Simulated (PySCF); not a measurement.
Vertical excitations of a molecule C4H8BN from TDDFT-PBE0/def2-SVPD (PySCF), as energy in eV (oscillator strength): 6.01 (0.000), 6.17 (0.000), 6.76 (0.005), 7.00 (0.224), 7.08 (0.000), 7.26 (0.000), 7.30 (0.047), 7.32 (0.008), 7.34 (0.031), 7.71 (0.002). Lowest triplet (TDA): 4.21 eV. Coordinates come from a PBE0-D3(BJ)/def2-SVP optimisation. The values are those of a single conformer.

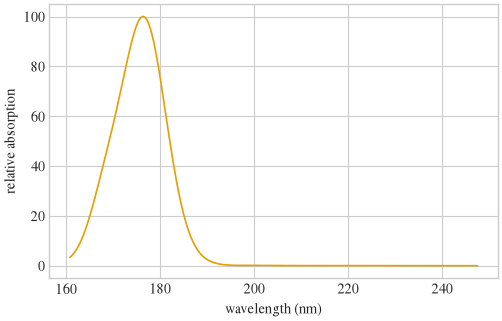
*The lines broadened by 0.4 eV.*

Q: Identify the compound among the candidates.
A. C#CCB(C)N
B. NB1CC=CC1
C. C=C1CB(N)C1
D. C[C@@H]1C=CB1N

A: B, NB1CC=CC1
